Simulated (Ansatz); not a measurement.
The calculation's input:

```
crystal:
  lattice:
    - [3.1871567, 1.8401058, 5.8276907]
    - [-3.1871567, 1.8401058, 5.8276907]
    - [0.0, -3.6802115, 5.8276907]
  atoms:
    - { symbol: Ca, position: [0.5, 0.5, 0.5] }
    - { symbol: Pt, position: [0.0, 0.0, 0.0] }
    - { symbol: Cl, position: [0.054928, 0.389568, 0.787444] }
    - { symbol: Cl, position: [0.945072, 0.610432, 0.212556] }
    - { symbol: Cl, position: [0.389568, 0.787444, 0.054928] }
    - { symbol: Cl, position: [0.610432, 0.212556, 0.945072] }
    - { symbol: Cl, position: [0.212556, 0.945072, 0.610432] }
    - { symbol: Cl, position: [0.787444, 0.054928, 0.389568] }
basis:
  ecutwfc: 420
kpoints:
  mp_grid: { grid: [6, 6, 6] }
hamiltonian:
  xc: pbe
scf:
  occupations: { method: gaussian, width: 0.02 }
output:
  forces: true
  stress: true
  eigenvalues: true
  write_density: true
  write_potential: true
  elf: true
  volumetric_format: npy
relax:
  adjacent_minimum: "off"
  f_tol: 0.01
  max_steps: 80
  cell: { stress_tol: 0.05 }
```

Launched as:

```sh
ansatz run input.yaml --threads 4 --pin off --max-ram 8192MiB --backend cpu --events-out ev --progress --plain --runs-dir out
```

Below, planes, directions and counts refer to the conventional cell (a = 6.37 Å, b = 6.37 Å, c = 17.48 Å, α = 90.00°, β = 90.00°, γ = 120.00°).

The fields are those of the relaxed geometry.

Space group R-3; a structure generated by program, which may or may not match a known phase.

These are results of Ansatz 0.2.0, DFT PBE, scalar-relativistic, plane waves, PAW, not measurements.

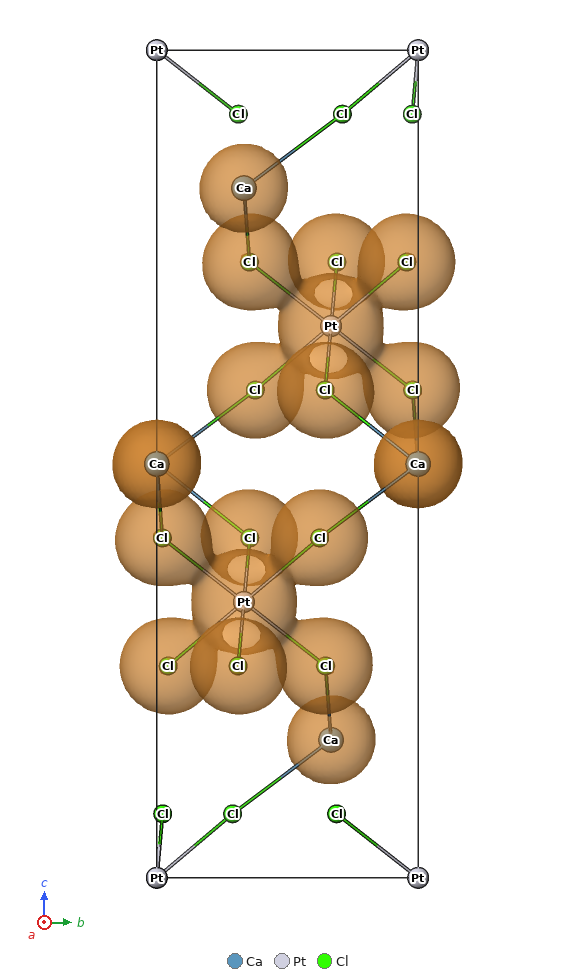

CaPtCl$_{6}$. Isosurface of the valence electron density at 0.5 e/Å³ (orange), seen along the a axis. Sticks mark near contacts.

Core electrons are frozen (PAW), and the valence fields are smoothed inside the atomic spheres.

Which contacts does the surface bridge?

At this value the density breaks into separate islands; it holds about 75 % of the electrons treated as valence (semicore included). It bridges the shortest Pt–Cl (2.35 Å) contacts, where the density stays above the isovalue. It is pinched off along the shortest Ca–Cl (2.81 Å) contacts. On the grid the lowest density along these lines, outside the cores, is 0.65 e/Å³ (Pt–Cl, 2.35 Å) and 0.16 e/Å³ (Ca–Cl, 2.81 Å).
